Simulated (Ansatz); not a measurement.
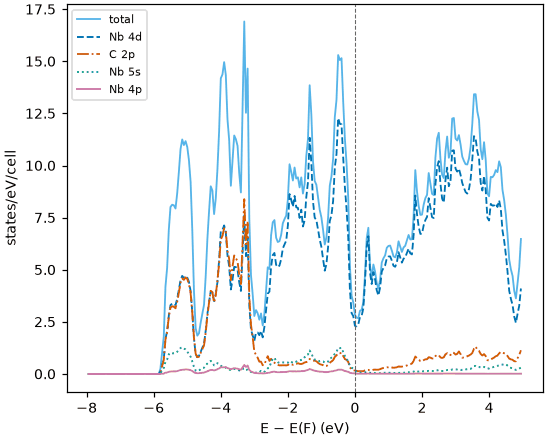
Figure. Total and projected density of states of Nb₂C in space group Pnma (No. 62; Nb on 4c, Nb on 4c, C on 4c), PBEsol (plane waves, PAW; program Ansatz)

**Question.** Which orbitals carry the states next to the Fermi level?

**Answer.** Within 0.5 eV of the Fermi level: Nb 4d 83 %, Nb 5s 6 %, C 2p 6 %. Projections are on Löwdin-orthogonalised atomic valence shells; empty p or d shells of many metals are not among them.

**Question.** Where is the tallest occupied peak in this window, and what makes it?

**Answer.** Near -3.3 eV, about 17 states/eV per cell; the largest projected share is C 2p.

The first step of the workflow began from a Materials Project structure, measured or hypothetical; the Crystallography Open Database copy checked does not list it. Its standing as an ambient phase is unchecked. The PBEsol relaxation kept the symmetry of its start; of distortions, only those at the zone centre were tested. No spin polarisation was allowed. Spin–orbit coupling is left out wherever it is not named.

Potentials: the later of the program's two PAW sets.
